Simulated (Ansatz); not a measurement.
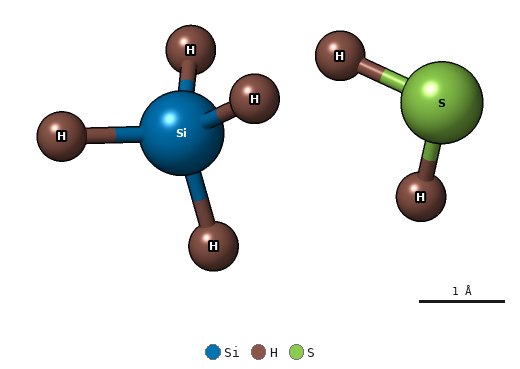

Fig. 1: The starting structure (ball-and-stick view, seen at a tilt). Bond lengths as drawn: H–S 1.35 to 1.38 Å and H–Si 1.47 to 1.49 Å.

# Geometry relaxation of SiH6S

SiH6S, computed with RKS r2SCAN/def2-TZVP (Ansatz 0.2.0).

It belongs to a series of runs on one base structure; here: end point A relaxed.

The input
```yaml
crystal:
  periodic: [false, false, false]
  atoms:
    - { symbol: Si, position_ang: [0.249716, 0.043239, -0.092402] }
    - { symbol: H, position_ang: [0.097871, -0.091879, 1.363405] }
    - { symbol: H, position_ang: [1.697978, -0.038661, -0.420607] }
    - { symbol: H, position_ang: [-0.278761, 1.353709, -0.531152] }
    - { symbol: H, position_ang: [-0.458826, -1.072189, -0.762229] }
    - { symbol: S, position_ang: [-2.91871, 0.15542, 1.045407] }
    - { symbol: H, position_ang: [-3.026693, -1.1361, 0.681862] }
    - { symbol: H, position_ang: [-1.736874, -0.08634, 1.706717] }
basis:
  gaussian: { orbitals: def2-TZVP }
hamiltonian:
  xc: r2scan
relax:
  f_tol: 0.03
  max_steps: 50
output:
  orbitals: {}
```

Command:
```bash
ansatz run input.yaml --threads 4 --pin off --max-ram 5120MiB --backend cpu --events-out ev --progress --plain --runs-dir out
```

What the program printed
```
The last accepted step is kept in [file] (removed where the run ends without a failure and the disk answers)
Engine: ansatz 0.2.0, aarch64-unknown-linux-gnu
Functional definition: r2SCAN
  parameter k0 = 0.174
  parameter k1 = 0.065
  parameter a1 = 4.9479
  exchange = r2scan_x(k0 = k0, k1 = k1, a1 = a1)
  correlation = r2scan_c
777 factors; their error is unknown
mean field evaluation 1: about -18808.1928 eV, gradient 1.7e1 eV
mean field evaluation 2: about -18808.7044 eV, gradient 1.3e1 eV
mean field evaluation 4: about -18809.1432 eV, gradient 4.8e-1 eV
mean field evaluation 8: about -18809.1296 eV, gradient 6.6e-2 eV
mean field evaluation 16: about -18809.1296 eV, gradient 2.3e-5 eV
mean field -18809.12957066 eV, -691.2227624359 hartree, gradient 2.3e-5 eV, S^2 0.000000; 0 other end points of the search recorded, 0 dependent functions left out
the calculation of the forces begins
reference -18809.12958267 eV, -691.2227628772 hartree; 18, 18 occupied and 92, 92 virtual orbitals, 777 factors
relax step   1: F+E_penalty+E_count = -18809.12957066 eV  Δ(F+E_penalty+E_count) = +0.000e0 eV  max|allowed force component| = 8.343e-1 eV/Å  Δτ_max = 0.0000 Å  (26 SCF iters, accepted)
these checks for a lower state are left out or cut short: starts, cluster_reference, orbital_swaps, neighbouring_geometries, increment
777 factors; their error is unknown
mean field -18809.22531990 eV, -691.2262811553 hartree, gradient 2.1e-5 eV, S^2 0.000000; 0 other end points of the search recorded, 0 dependent functions left out
[... from here on the field's lines of each further geometry are left out, up to the last ...]
relax step   2: F+E_penalty+E_count = -18809.22531990 eV  Δ(F+E_penalty+E_count) = -9.575e-2 eV  max|allowed force component| = 3.642e-1 eV/Å  Δτ_max = 0.1996 Å  (26 SCF iters, accepted)
relax step   3: F+E_penalty+E_count = -18809.25169233 eV  Δ(F+E_penalty+E_count) = -2.637e-2 eV  max|allowed force component| = 3.183e-2 eV/Å  Δτ_max = 0.2000 Å  (28 SCF iters, accepted)
relax step   4: F+E_penalty+E_count = -18809.25573594 eV  Δ(F+E_penalty+E_count) = -4.044e-3 eV  max|allowed force component| = 3.271e-2 eV/Å  Δτ_max = 0.1429 Å  (26 SCF iters, accepted)
relax step   5: F+E_penalty+E_count = -18809.25803893 eV  Δ(F+E_penalty+E_count) = -2.303e-3 eV  max|allowed force component| = 1.116e-1 eV/Å  Δτ_max = 0.0976 Å  (27 SCF iters, accepted)
relax step   6: F+E_penalty+E_count = -18809.24871257 eV  Δ(F+E_penalty+E_count) = +9.326e-3 eV  max|allowed force component| = 6.307e-1 eV/Å  Δτ_max = 0.1951 Å  (26 SCF iters, rejected (line search))
relax step   7: F+E_penalty+E_count = -18809.26108891 eV  Δ(F+E_penalty+E_count) = -3.050e-3 eV  max|allowed force component| = 1.746e-2 eV/Å  Δτ_max = 0.0975 Å  (26 SCF iters, accepted)
relax step   8: F+E_penalty+E_count = -18809.25942680 eV  Δ(F+E_penalty+E_count) = +1.662e-3 eV  max|allowed force component| = 3.041e-1 eV/Å  Δτ_max = 0.0975 Å  (26 SCF iters, rejected (line search))
relax step   9: F+E_penalty+E_count = -18809.26183876 eV  Δ(F+E_penalty+E_count) = -7.498e-4 eV  max|allowed force component| = 2.922e-2 eV/Å  Δτ_max = 0.0472 Å  (27 SCF iters, accepted)
relax step  10: F+E_penalty+E_count = -18809.26243102 eV  Δ(F+E_penalty+E_count) = -5.923e-4 eV  max|allowed force component| = 6.120e-2 eV/Å  Δτ_max = 0.0497 Å  (27 SCF iters, accepted)
relax step  11: F+E_penalty+E_count = -18809.26293297 eV  Δ(F+E_penalty+E_count) = -5.019e-4 eV  max|allowed force component| = 9.845e-2 eV/Å  Δτ_max = 0.0731 Å  (27 SCF iters, accepted)
relax step  12: F+E_penalty+E_count = -18809.26350011 eV  Δ(F+E_penalty+E_count) = -5.671e-4 eV  max|allowed force component| = 4.786e-3 eV/Å  Δτ_max = 0.0444 Å  (27 SCF iters, accepted)
the calculation of the forces begins
reference -18809.26366067 eV, -691.2276901527 hartree; 18, 18 occupied and 92, 92 virtual orbitals, 777 factors
relax step  13: F+E_penalty+E_count = -18809.26364802 eV  Δ(F+E_penalty+E_count) = -1.479e-4 eV  max|allowed force component| = 1.059e-2 eV/Å  Δτ_max = 0.0519 Å  (26 SCF iters, accepted)
```

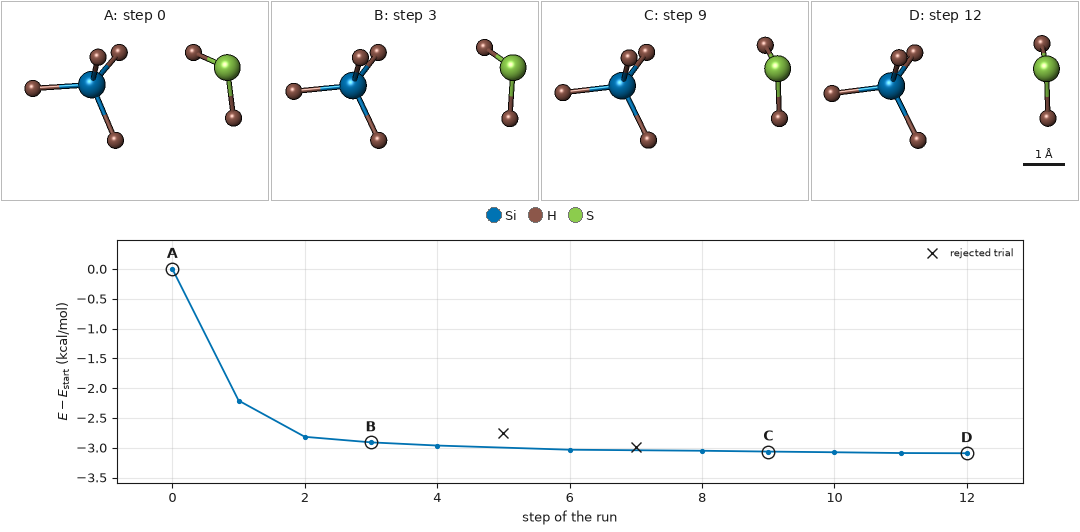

Fig. 2: Frames of the relaxation (ball-and-stick view, seen at a tilt) above the curves, on which the letters mark them (the first geometry is step 0 here and step 1 in the log).

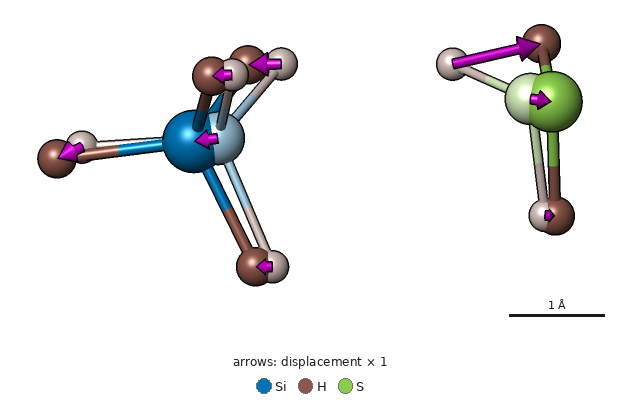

Fig. 3: Start (faint) and end (solid) with the displacements as pink arrows, at true length (ball-and-stick view, seen at a tilt). The two geometries are laid on each other by the best rigid fit. The energy falls by 3.09 kcal/mol in 12 geometry steps. The largest force component goes from 0.83 to 0.011 eV/Å. The line search rejected the trial steps at points 5, 7 (counted from 0) and went back. The atom that moves furthest after the best rigid fit is H8 (0.97 Å). By element the largest moves are H 0.97 Å, Si 0.26 Å, S 0.23 Å. Among the contacts that change: S6–H8 1.376 → 1.343 Å, Si1–H2 1.470 → 1.483 Å. (Atoms are counted from 1 in the order of the input.)

```
777 factors; their error is unknown
mean field -18809.26364802 eV, -691.2276896878 hartree, gradient 8.8e-6 eV, S^2 0.000000; 1 other end points of the search recorded, 0 dependent functions left out
the calculation of the forces begins
reference -18809.26366067 eV, -691.2276901527 hartree; 18, 18 occupied and 92, 92 virtual orbitals, 777 factors
Total energy: -18809.26366067 eV, -691.2276901527 hartree
Atom 0 at     0.481193     0.057762    -0.209067 Å, force     0.006727     0.000893     0.001390 eV/Å
Atom 1 at     0.438922    -0.076662     1.267506 Å, force    -0.001840    -0.000111     0.000346 eV/Å
Atom 2 at     1.894629    -0.037324    -0.657293 Å, force    -0.004090     0.000241    -0.000677 eV/Å
Atom 3 at    -0.073805     1.369672    -0.615263 Å, force    -0.000336    -0.002218    -0.000551 eV/Å
Atom 4 at    -0.295381    -1.041103    -0.832336 Å, force    -0.001462     0.001641    -0.000664 eV/Å
Atom 5 at    -3.148877     0.132943     1.067268 Å, force     0.006793    -0.003064     0.007679 eV/Å
Atom 6 at    -3.121700    -1.165333     0.726851 Å, force     0.001064     0.002285     0.003070 eV/Å
Atom 7 at    -2.549281    -0.112756     2.243335 Å, force    -0.006855     0.000334    -0.010594 eV/Å
Dipole moment:     0.014511    -0.183512     0.120686 e Å
```

Trajectory as extended XYZ (Å, eV, eV/Å), 13 frames, from step=1 to step=13
```
8
Properties=species:S:1:pos:R:3:forces:R:3 step=1 energy=-18809.12957
Si    0.2497    0.0432   -0.0924    0.2689   0.0314  -0.3807
H     0.0979   -0.0919    1.3634    0.1814  -0.0342   0.2573
H     1.6980   -0.0387   -0.4206   -0.0026  -0.0036  -0.0019
H    -0.2788    1.3537   -0.5312    0.0104  -0.0071  -0.0022
H    -0.4588   -1.0722   -0.7622    0.0038   0.0102  -0.0015
S    -2.9187    0.1554    1.0454    0.3755  -0.2238   0.4054
H    -3.0267   -1.1361    0.6819   -0.0032   0.0893   0.0336
H    -1.7369   -0.0863    1.7067   -0.8343   0.1379  -0.3099
8
Properties=species:S:1:pos:R:3:forces:R:3 step=2 energy=-18809.22532
Si    0.3374    0.0461   -0.1312    0.0730  -0.0008  -0.0210
H     0.2346   -0.0945    1.3397   -0.0053  -0.0036   0.0717
H     1.7779   -0.0360   -0.4754    0.0121   0.0054  -0.0829
H    -0.2206    1.3520   -0.5497    0.0286  -0.0039  -0.0092
H    -0.4016   -1.0636   -0.7804    0.0222   0.0073  -0.0065
S    -3.0983    0.1315    1.1292    0.2998  -0.3362   0.1111
H    -3.0850   -1.1455    0.6875   -0.0663   0.2185   0.0442
H    -1.9187   -0.0627    1.7713   -0.3642   0.1133  -0.1075
8
Properties=species:S:1:pos:R:3:forces:R:3 step=3 energy=-18809.25169
Si    0.4231    0.0525   -0.1597   -0.0122  -0.0079   0.0109
H     0.3126   -0.0850    1.3160    0.0318   0.0071  -0.0230
H     1.8536   -0.0292   -0.5480   -0.0069   0.0006   0.0076
H    -0.1391    1.3559   -0.5807    0.0101   0.0116  -0.0017
H    -0.3259   -1.0529   -0.8040    0.0022  -0.0074  -0.0073
S    -3.2274    0.1025    1.1819   -0.0290   0.0110  -0.0241
H    -3.1808   -1.1538    0.7113    0.0062  -0.0014   0.0064
H    -2.0902   -0.0628    1.8742   -0.0021  -0.0138   0.0313
8
Properties=species:S:1:pos:R:3:forces:R:3 step=4 energy=-18809.25574
Si    0.4495    0.0537   -0.1785   -0.0016   0.0060   0.0143
H     0.3610   -0.0810    1.2977   -0.0107   0.0025  -0.0060
H     1.8763   -0.0331   -0.5738    0.0191  -0.0062  -0.0176
H    -0.1022    1.3636   -0.5965   -0.0056  -0.0127   0.0011
H    -0.3051   -1.0514   -0.8187   -0.0025   0.0144   0.0033
S    -3.2763    0.0977    1.1823    0.0228  -0.0327  -0.0224
H    -3.1783   -1.1569    0.7120   -0.0075   0.0266   0.0091
H    -2.1992   -0.0655    1.9666   -0.0141   0.0021   0.0182
8
Properties=species:S:1:pos:R:3:forces:R:3 step=5 energy=-18809.25804
Si    0.4560    0.0604   -0.1829   -0.0329  -0.0147  -0.0051
H     0.3517   -0.0612    1.2933    0.0396   0.0001  -0.0122
H     1.8830   -0.0459   -0.5867   -0.0373   0.0074   0.0240
H    -0.0924    1.3672   -0.6119    0.0203   0.0170  -0.0071
H    -0.3150   -1.0372   -0.8155    0.0158  -0.0089  -0.0050
S    -3.2172    0.1105    1.1351   -0.1116   0.1014  -0.0921
H    -3.1857   -1.1637    0.7219    0.0130  -0.0630  -0.0095
H    -2.2547   -0.1028    2.0377    0.0930  -0.0394   0.1069
8
Properties=species:S:1:pos:R:3:forces:R:3 step=6 energy=-18809.24871 accepted=F
Si    0.4674    0.0611   -0.2021   -0.0175  -0.0015   0.0140
H     0.3895   -0.0589    1.2745   -0.0058  -0.0036   0.0039
H     1.8911   -0.0505   -0.6090    0.0005   0.0005  -0.0186
H    -0.0689    1.3752   -0.6279    0.0065  -0.0114  -0.0047
H    -0.3079   -1.0368   -0.8312    0.0149   0.0159   0.0044
S    -3.1995    0.1232    1.0895    0.4853  -0.1624   0.6307
H    -3.1541   -1.1675    0.7215   -0.0083   0.0091  -0.0097
H    -2.3918   -0.1186    2.1757   -0.4755   0.1535  -0.6200
8
Properties=species:S:1:pos:R:3:forces:R:3 step=7 energy=-18809.26109
Si    0.4599    0.0609   -0.1912   -0.0151  -0.0068   0.0087
H     0.3734   -0.0611    1.2858    0.0114   0.0004  -0.0123
H     1.8844   -0.0449   -0.5988   -0.0076   0.0022   0.0016
H    -0.0825    1.3711   -0.6187    0.0065   0.0029  -0.0024
H    -0.3099   -1.0383   -0.8226    0.0080   0.0015   0.0003
S    -3.1949    0.1201    1.1065    0.0121   0.0082   0.0051
H    -3.1784   -1.1670    0.7268    0.0021  -0.0080  -0.0015
H    -2.3262   -0.1135    2.1032   -0.0175  -0.0004   0.0005
8
Properties=species:S:1:pos:R:3:forces:R:3 step=8 energy=-18809.25943 accepted=F
Si    0.4608    0.0621   -0.1975   -0.0050  -0.0056   0.0179
H     0.3852   -0.0592    1.2798    0.0028   0.0007  -0.0131
H     1.8835   -0.0442   -0.6101    0.0061   0.0009  -0.0078
H    -0.0781    1.3739   -0.6251    0.0000  -0.0012  -0.0010
H    -0.3087   -1.0379   -0.8274    0.0043   0.0033  -0.0001
S    -3.1469    0.1322    1.0685    0.2179  -0.1645   0.3041
H    -3.1734   -1.1702    0.7340   -0.0115   0.0678  -0.0070
H    -2.3967   -0.1295    2.1687   -0.2146   0.0986  -0.2930
8
Properties=species:S:1:pos:R:3:forces:R:3 step=9 energy=-18809.26184
Si    0.4623    0.0605   -0.1949   -0.0008  -0.0003   0.0067
H     0.3839   -0.0623    1.2821    0.0003   0.0000  -0.0068
H     1.8854   -0.0441   -0.6060    0.0022  -0.0002  -0.0044
H    -0.0785    1.3717   -0.6215   -0.0009  -0.0016   0.0001
H    -0.3061   -1.0397   -0.8260    0.0006   0.0023   0.0013
S    -3.1886    0.1230    1.0994    0.0279  -0.0064   0.0222
H    -3.1693   -1.1661    0.7258   -0.0001  -0.0005  -0.0016
H    -2.3633   -0.1159    2.1323   -0.0292   0.0068  -0.0176
8
Properties=species:S:1:pos:R:3:forces:R:3 step=10 energy=-18809.26243
Si    0.4646    0.0605   -0.1980   -0.0018   0.0009   0.0046
H     0.3910   -0.0629    1.2787    0.0009   0.0001  -0.0019
H     1.8863   -0.0437   -0.6143    0.0047  -0.0001  -0.0047
H    -0.0773    1.3717   -0.6234   -0.0007  -0.0011   0.0001
H    -0.3049   -1.0395   -0.8276   -0.0006  -0.0002  -0.0008
S    -3.1709    0.1272    1.0869    0.0517  -0.0262   0.0612
H    -3.1609   -1.1659    0.7258   -0.0013   0.0083  -0.0012
H    -2.4022   -0.1202    2.1629   -0.0530   0.0181  -0.0574
8
Properties=species:S:1:pos:R:3:forces:R:3 step=11 energy=-18809.26293
Si    0.4695    0.0599   -0.2040    0.0024   0.0020   0.0114
H     0.4030   -0.0645    1.2729   -0.0015  -0.0006  -0.0036
H     1.8898   -0.0423   -0.6259    0.0056  -0.0007  -0.0075
H    -0.0740    1.3714   -0.6268   -0.0024  -0.0019  -0.0007
H    -0.3006   -1.0404   -0.8324   -0.0015   0.0008  -0.0007
S    -3.1529    0.1314    1.0772    0.0635  -0.0293   0.0984
H    -3.1471   -1.1642    0.7252   -0.0001   0.0051  -0.0004
H    -2.4620   -0.1240    2.2048   -0.0660   0.0247  -0.0970
8
Properties=species:S:1:pos:R:3:forces:R:3 step=12 energy=-18809.26350
Si    0.4739    0.0586   -0.2043   -0.0003   0.0015  -0.0043
H     0.4218   -0.0714    1.2724    0.0013  -0.0004  -0.0003
H     1.8899   -0.0390   -0.6437   -0.0013  -0.0001   0.0005
H    -0.0775    1.3698   -0.6179    0.0013  -0.0015   0.0014
H    -0.3005   -1.0406   -0.8296    0.0013   0.0002   0.0010
S    -3.1438    0.1328    1.0676    0.0001  -0.0014  -0.0007
H    -3.1350   -1.1654    0.7264   -0.0005  -0.0006  -0.0025
H    -2.5031   -0.1176    2.2202   -0.0019   0.0022   0.0048
8
Properties=species:S:1:pos:R:3:forces:R:3 step=13 energy=-18809.26365
Si    0.4812    0.0578   -0.2091    0.0067   0.0009   0.0014
H     0.4389   -0.0767    1.2675   -0.0018  -0.0001   0.0003
H     1.8946   -0.0373   -0.6573   -0.0041   0.0002  -0.0007
H    -0.0738    1.3697   -0.6153   -0.0003  -0.0022  -0.0006
H    -0.2954   -1.0411   -0.8323   -0.0015   0.0016  -0.0007
S    -3.1489    0.1329    1.0673    0.0068  -0.0031   0.0077
H    -3.1217   -1.1653    0.7269    0.0011   0.0023   0.0031
H    -2.5493   -0.1128    2.2433   -0.0069   0.0003  -0.0106
```

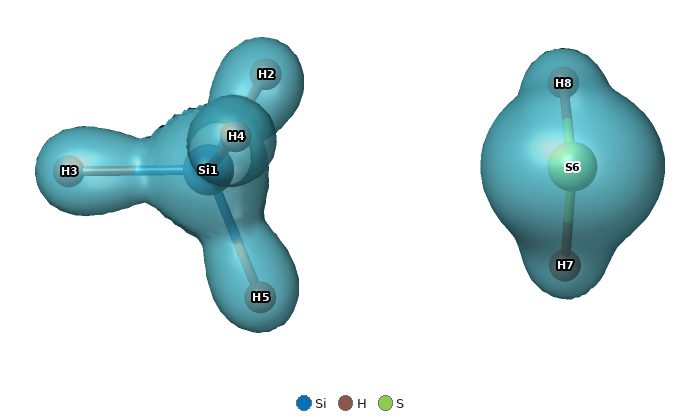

Fig. 4: Isosurface of the electron density at 0.6 e/Å³ (cyan), seen face on. At this value the surface falls into two separate pieces. It is pinched off along the Si···S (3.85 Å) contacts. On the grid the lowest density along these lines, outside the cores, is 0.03 e/Å³ (Si···S, 3.85 Å), 1.4 e/Å³ (S–H, 1.34 Å) and 0.81 e/Å³ (Si–H, 1.48 Å).

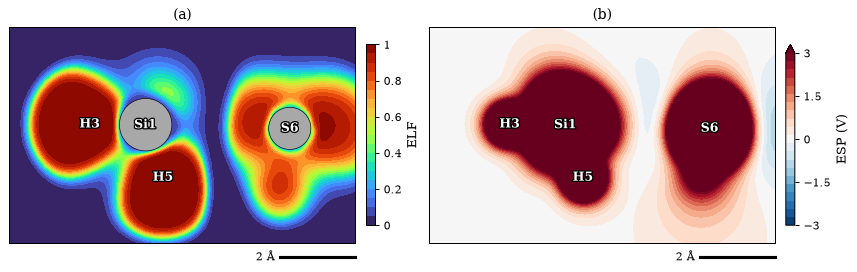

Fig. 5: (a) ELF; (b) molecular electrostatic potential on the plane of atoms H3, Si1 and H5. Grey discs, where drawn, cover atomic cores. Si–H (1.49 Å): the ELF climbs to about 1 towards the hydrogen, as it does in any bond to H.

Results in brief

- outcome: converged
- total energy: −18809.2637 eV
- mean-field energy: −18809.2637 eV
- largest force (length of the vector) at the end: 0.013 eV/Å
- hardware: 4 threads of Arm Neoverse V1, 24 GiB of memory available, shared host
- wall time: 15 s (CPU time 57 s)
- peak memory: 0.18 GiB
